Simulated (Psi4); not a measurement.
# SiH4O: molecular dynamics (part 1 of 2)

The run: molecular dynamics of SiH4O (Si(OH)H3). Method and program: r2SCAN/6-31G*, RKS (Psi4 1.11).

The geometry comes from this level: GFN2-xTB.

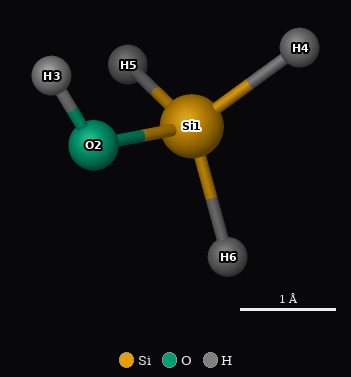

Figure 1. The input geometry (ball-and-stick view, seen at a tilt; atoms are numbered from 1 in the order of the input). Bond lengths as drawn: H–O 0.95 Å, H–Si 1.45 to 1.46 Å and O–Si 1.63 Å.

Input file (run_ase.py):
```python
import numpy as np
from ase.calculators.psi4 import Psi4
from ase.io import read
from ase import units
from ase.md.velocitydistribution import MaxwellBoltzmannDistribution, Stationary
from ase.md.verlet import VelocityVerlet

mol = read('h4osi.xyz')
calc = Psi4(atoms=mol, method='r2scan', basis='6-31G*', memory='1600MB', num_threads=1, charge=0, multiplicity=1, label='calc')
mol.calc = calc

MaxwellBoltzmannDistribution(mol, temperature_K=600.0, rng=np.random.default_rng(353))
Stationary(mol)
dyn = VelocityVerlet(mol, 1.0 * units.fs)
def show():
    ep, ek = mol.get_potential_energy(), mol.get_kinetic_energy()
    print(f'step {dyn.nsteps:3d}  Epot {ep:14.6f}  Ekin {ek:9.6f}  Etot {ep + ek:14.6f} eV  T {mol.get_temperature():7.1f} K')
dyn.attach(show)
dyn.run(25)
```

File h4osi.xyz:
```
6
H4OSi
Si    -0.059940    -0.114970    -0.407910
O     -0.059540    -0.091910     1.217130
H      0.327320     0.620940     1.717260
H      1.313150    -0.112770    -0.916850
H     -0.760380     1.058380    -0.933190
H     -0.760600    -1.359670    -0.676430
```

Run on 1 thread of Intel Xeon @ 2.50GHz (Skylake/Cascade Lake), 176 GiB of memory available, shared host.

Launched with:
```bash
python run_ase.py
```

The program's output:
```
gradient() will perform analytic gradient computation.

   => Loading Basis Set <=

    Name: 6-31G*
    Role: ORBITAL
    Keyword: BASIS

         ---------------------------------------------------------
                                   SCF
                              RKS Reference
                        1 Threads,   1525 MiB Core
         ---------------------------------------------------------

  ==> Geometry <==

    Molecular point group: c1
    Full point group: C1

    Geometry (in Angstrom), charge = 0, multiplicity = 1:

       Center              X                  Y                   Z               Mass
    ------------   -----------------  -----------------  -----------------  -----------------
         SI          -0.072696735458     0.054991172260    -0.623860867618    27.976926534650
         O            0.104170289931    -0.150182476921     1.204357922763    15.994914619570
         H            0.475509631611     0.643147295571     1.610831025951     1.007825032230
         H            1.278956773306     0.241895756700    -1.295971684787     1.007825032230
         H           -1.021951356979     1.262862973661    -0.908920639835     1.007825032230
         H           -0.367733144198    -1.290939904117    -1.201778680425     1.007825032230

  Running in c1 symmetry.

  Rotational constants: A =      2.40339  B =      0.38141  C =      0.37175 [cm^-1]
  Rotational constants: A =  72051.69882  B =  11434.40075  C =  11144.68999 [MHz]
  Nuclear repulsion =   59.890632808774939

  Charge       = 0
  Multiplicity = 1
  Electrons    = 26
  Nalpha       = 13
  Nbeta        = 13

  ==> Algorithm <==

  SCF Algorithm Type is DF.
  DIIS enabled.
  MOM disabled.
  Fractional occupation disabled.
  Guess Type is SAD.
  Energy threshold   = 1.00e-08
  Density threshold  = 1.00e-08
  Integral threshold = 1.00e-12

  ==> Primary Basis <==

  Basis Set: 6-31G*
    Blend: 6-31G*
    Number of shells: 22
    Number of basis functions: 42
    Number of Cartesian functions: 42
    Spherical Harmonics?: false
    Max angular momentum: 2

  ==> DFT Potential <==

   => LibXC <=

    Version 7.1.2

   => Composite Functional: R2SCAN <=

    r2SCAN Meta-GGA XC Functional  (0.1021/acs.jpclett.0c02405)

    Deriv               =              1
    GGA                 =           TRUE
    Meta                =           TRUE

    Exchange Hybrid     =          FALSE
    MP2 Hybrid          =          FALSE

   => Exchange Functionals <=

    1.0000   XC_MGGA_X_R2SCAN

   => Correlation Functionals <=

    1.0000   XC_MGGA_C_R2SCAN

   => LibXC Density Thresholds  <==

    XC_MGGA_C_R2SCAN:  1.00E-15
    XC_MGGA_X_R2SCAN:  1.00E-11

   => Molecular Quadrature <=

    Radial Scheme          =       TREUTLER
    Pruning Scheme         =           NONE
    Nuclear Scheme         =       TREUTLER

    Blocking Scheme        =         OCTREE
    BS radius alpha        =              1
    Pruning alpha          =              1
    Radial Points          =             75
    Spherical Points       =            302
    Total Points           =         131079
    Total Blocks           =           1045
    Max Points             =            256
    Max Functions          =             42
    Weights Tolerance      =       1.00E-15

   => Loading Basis Set <=

    Name: (6-31G* AUX)
    Role: JKFIT
    Keyword: DF_BASIS_SCF

  ==> Integral Setup <==

  DFHelper Memory: AOs need 0.005 GiB; user supplied 0.751 GiB.
  SCF_SUBTYPE=INCORE selected. In-core MEM_DF algorithm will be used.
  Using in-core AOs.

  ==> MemDFJK: Density-Fitted J/K Matrices <==

    J tasked:                   Yes
    K tasked:                    No
    wK tasked:                   No
    Memory [MiB]:               769
    Algorithm:                 Core
    Schwarz Cutoff:           1E-12
    Mask sparsity (%):       0.1134
    Fitting Condition:        1E-10

   => Auxiliary Basis Set <=

  Basis Set: (6-31G* AUX)
    Blend: CC-PVDZ-JKFIT
    Number of shells: 96
    Number of basis functions: 311
    Number of Cartesian functions: 311
    Spherical Harmonics?: false
    Max angular momentum: 3

  Cached 100.0% of DFT collocation blocks in 0.367 [GiB].

  Minimum eigenvalue in the overlap matrix is 9.5103488900E-03.
  Reciprocal condition number of the overlap matrix is 1.8189757817E-03.
    Using symmetric orthogonalization.

  ==> Pre-Iterations <==

  SCF Guess: Superposition of Atomic Densities via on-the-fly atomic UHF (no occupation information).

   -------------------------
    Irrep   Nso     Nmo
   -------------------------
     A         42      42
   -------------------------
    Total      42      42
   -------------------------

  ==> Iterations <==

                           Total Energy        Delta E     RMS |[F,P]|

   @DF-RKS iter SAD:  -366.46292740623528   -3.66463e+02   0.00000e+00
   @DF-RKS iter   1:  -366.87034223159878   -4.07415e-01   1.50675e-02 ADIIS/DIIS
   @DF-RKS iter   2:  -366.09518319559123    7.75159e-01   3.41374e-02 ADIIS/DIIS
   @DF-RKS iter   3:  -367.02299899848623   -9.27816e-01   2.64854e-03 ADIIS/DIIS
   @DF-RKS iter   4:  -367.02871824827463   -5.71925e-03   8.28094e-04 ADIIS/DIIS
   @DF-RKS iter   5:  -367.02941051397738   -6.92266e-04   1.80142e-04 ADIIS/DIIS
   @DF-RKS iter   6:  -367.02944308975486   -3.25758e-05   2.35039e-05 DIIS
   @DF-RKS iter   7:  -367.02944352553186   -4.35777e-07   3.24335e-06 DIIS
   @DF-RKS iter   8:  -367.02944353696557   -1.14337e-08   4.82901e-07 DIIS
   @DF-RKS iter   9:  -367.02944353733460   -3.69027e-10   8.67369e-08 DIIS
   @DF-RKS iter  10:  -367.02944353734688   -1.22782e-11   1.08156e-08 DIIS
   @DF-RKS iter  11:  -367.02944353734671    1.70530e-13   2.25689e-09 DIIS
  Energy and wave function converged.

  ==> Post-Iterations <==

   Electrons on quadrature grid:
      Ntotal   =   26.0000006687 ; deviation = 6.687e-07

    Orbital Energies [Eh]
    ---------------------

    Doubly Occupied:

       1A    -65.877929     2A    -18.971283     3A     -5.241890
       4A     -3.585157     5A     -3.583312     6A     -3.582279
       7A     -0.931256     8A     -0.513101     9A     -0.423724
      10A     -0.348337    11A     -0.323990    12A     -0.294933
      13A     -0.253835

    Virtual:

      14A     -0.016954    15A      0.035802    16A      0.058219
      17A      0.116930    18A      0.124429    19A      0.217922
      20A      0.236160    21A      0.251605    22A      0.314456
      23A      0.529768    24A      0.560316    25A      0.643476
      26A      0.667277    27A      0.738781    28A      0.866223
      29A      0.973291    30A      0.984388    31A      1.012595
      32A      1.080326    33A      1.113912    34A      1.181677
      35A      1.325188    36A      1.755583    37A      1.819069
      38A      1.876744    39A      2.290849    40A      2.496261
      41A      3.001986    42A      3.684235

    Final Occupation by Irrep:
              A
    DOCC [    13 ]
    NA   [    13 ]
    NB   [    13 ]

  @DF-RKS Final Energy:  -367.02944353734671

   => Energetics <=

    Nuclear Repulsion Energy =             59.8906328087749387
    One-Electron Energy =                -626.2063530420509778
    Two-Electron Energy =                 230.1437352567957646
    DFT Exchange-Correlation Energy =     -30.8574585608664691
    Empirical Dispersion Energy =           0.0000000000000000
    VV10 Nonlocal Energy =                  0.0000000000000000
    Total Energy =                       -367.0294435373467081

Computation Completed

Properties will be evaluated at   0.000000,   0.000000,   0.000000 [a0]

Properties computed using the SCF density matrix

 Multipole Moments:

 ------------------------------------------------------------------------------------
     Multipole            Electronic (a.u.)      Nuclear  (a.u.)        Total (a.u.)
 ------------------------------------------------------------------------------------

 L = 1.  Multiply by 2.5417464519 to convert [e a0] to [Debye]
 Dipole X            :         -0.2723637            0.3408876            0.0685239
 Dipole Y            :         -0.2182171            0.8038568            0.5856397
 Dipole Z            :          1.4262653           -1.6913592           -0.2650939
 Magnitude           :                                                    0.6464860

 ------------------------------------------------------------------------------------

	total time  =          8 seconds =       0.13 minutes

         ------------------------------------------------------------
                                   SCF GRAD
         ------------------------------------------------------------

  ==> Geometry <==

    Molecular point group: c1
    Full point group: C1

    Geometry (in Angstrom), charge = 0, multiplicity = 1:

       Center              X                  Y                   Z               Mass
    ------------   -----------------  -----------------  -----------------  -----------------
         SI          -0.072696735458     0.054991172260    -0.623860867618    27.976926534650
         O            0.104170289931    -0.150182476921     1.204357922763    15.994914619570
         H            0.475509631611     0.643147295571     1.610831025951     1.007825032230
         H            1.278956773306     0.241895756700    -1.295971684787     1.007825032230
         H           -1.021951356979     1.262862973661    -0.908920639835     1.007825032230
         H           -0.367733144198    -1.290939904117    -1.201778680425     1.007825032230

  Nuclear repulsion =   59.890632808774939

  ==> Basis Set <==

  Basis Set: 6-31G*
    Blend: 6-31G*
    Number of shells: 22
    Number of basis functions: 42
    Number of Cartesian functions: 42
    Spherical Harmonics?: false
    Max angular momentum: 2

  ==> DFJKGrad: Density-Fitted SCF Gradients <==

    Gradient:                    1
    J tasked:                  Yes
    K tasked:                   No
    wK tasked:                  No
    Integrals threads:           1
    Memory [MiB]:             1144
    Schwarz Cutoff:          1E-12
    Fitting Condition:       1E-10

   => Auxiliary Basis Set <=

  Basis Set: (6-31G* AUX)
    Blend: CC-PVDZ-JKFIT
    Number of shells: 96
    Number of basis functions: 311
    Number of Cartesian functions: 311
    Spherical Harmonics?: false
    Max angular momentum: 3

  ==> DFT Potential <==

   => LibXC <=

    Version 7.1.2

   => Composite Functional: R2SCAN <=

    r2SCAN Meta-GGA XC Functional  (0.1021/acs.jpclett.0c02405)

    Deriv               =              1
    GGA                 =           TRUE
    Meta                =           TRUE

    Exchange Hybrid     =          FALSE
    MP2 Hybrid          =          FALSE

   => Exchange Functionals <=

    1.0000   XC_MGGA_X_R2SCAN

   => Correlation Functionals <=

    1.0000   XC_MGGA_C_R2SCAN

   => LibXC Density Thresholds  <==

    XC_MGGA_C_R2SCAN:  1.00E-15
    XC_MGGA_X_R2SCAN:  1.00E-11

   => Molecular Quadrature <=

    Radial Scheme          =       TREUTLER
    Pruning Scheme         =           NONE
    Nuclear Scheme         =       TREUTLER

    Blocking Scheme        =         OCTREE
    BS radius alpha        =              1
    Pruning alpha          =              1
    Radial Points          =             75
    Spherical Points       =            302
    Total Points           =         131079
    Total Blocks           =           1045
    Max Points             =            256
    Max Functions          =             42
    Weights Tolerance      =       1.00E-15

  -Total Gradient:
     Atom            X                  Y                   Z
    ------   -----------------  -----------------  -----------------
       1       -0.017049423589    -0.004171288304    -0.052391216975
       2        0.009467840524     0.000478545004     0.064581586014
       3       -0.001128421072    -0.004364905853     0.001481744254
       4        0.007779508087    -0.008494511509    -0.006397076187
       5       -0.011735287049     0.020947730506    -0.000449132356
       6        0.012507397331    -0.004822863271    -0.006276567639

	total time  =          1 seconds =       0.02 minutes
```

Standard output:
```
Memory set to   1.490 GiB by Python driver.
  Threads set to 1 by Python driver.

  Memory set to   1.490 GiB by Python driver.
  Threads set to 1 by Python driver.
step   0  Epot   -9987.832307  Ekin  0.605635  Etot   -9987.226672 eV  T   780.9 K
step   1  Epot   -9987.774555  Ekin  0.549088  Etot   -9987.225467 eV  T   708.0 K
step   2  Epot   -9987.705277  Ekin  0.480425  Etot   -9987.224851 eV  T   619.5 K
step   3  Epot   -9987.634791  Ekin  0.409938  Etot   -9987.224853 eV  T   528.6 K
step   4  Epot   -9987.566141  Ekin  0.341234  Etot   -9987.224907 eV  T   440.0 K
step   5  Epot   -9987.502221  Ekin  0.277549  Etot   -9987.224672 eV  T   357.9 K
step   6  Epot   -9987.449826  Ekin  0.225634  Etot   -9987.224191 eV  T   290.9 K
step   7  Epot   -9987.418656  Ekin  0.195010  Etot   -9987.223646 eV  T   251.4 K
step   8  Epot   -9987.418819  Ekin  0.195590  Etot   -9987.223229 eV  T   252.2 K
step   9  Epot   -9987.457414  Ekin  0.233940  Etot   -9987.223474 eV  T   301.6 K
step  10  Epot   -9987.530673  Ekin  0.305957  Etot   -9987.224716 eV  T   394.5 K
step  11  Epot   -9987.620126  Ekin  0.393879  Etot   -9987.226247 eV  T   507.9 K
step  12  Epot   -9987.703586  Ekin  0.476359  Etot   -9987.227227 eV  T   614.2 K
step  13  Epot   -9987.768263  Ekin  0.540553  Etot   -9987.227710 eV  T   697.0 K
step  14  Epot   -9987.810740  Ekin  0.582589  Etot   -9987.228151 eV  T   751.2 K
step  15  Epot   -9987.829594  Ekin  0.601070  Etot   -9987.228524 eV  T   775.0 K
step  16  Epot   -9987.823856  Ekin  0.595508  Etot   -9987.228348 eV  T   767.8 K
step  17  Epot   -9987.798516  Ekin  0.570854  Etot   -9987.227663 eV  T   736.1 K
step  18  Epot   -9987.763464  Ekin  0.536099  Etot   -9987.227366 eV  T   691.2 K
step  19  Epot   -9987.721531  Ekin  0.493736  Etot   -9987.227795 eV  T   636.6 K
step  20  Epot   -9987.665875  Ekin  0.437907  Etot   -9987.227968 eV  T   564.6 K
step  21  Epot   -9987.594333  Ekin  0.367185  Etot   -9987.227148 eV  T   473.4 K
step  22  Epot   -9987.518096  Ekin  0.291975  Etot   -9987.226122 eV  T   376.5 K
step  23  Epot   -9987.452554  Ekin  0.226993  Etot   -9987.225561 eV  T   292.7 K
step  24  Epot   -9987.406425  Ekin  0.180758  Etot   -9987.225667 eV  T   233.1 K
step  25  Epot   -9987.379870  Ekin  0.154011  Etot   -9987.225859 eV  T   198.6 K
```
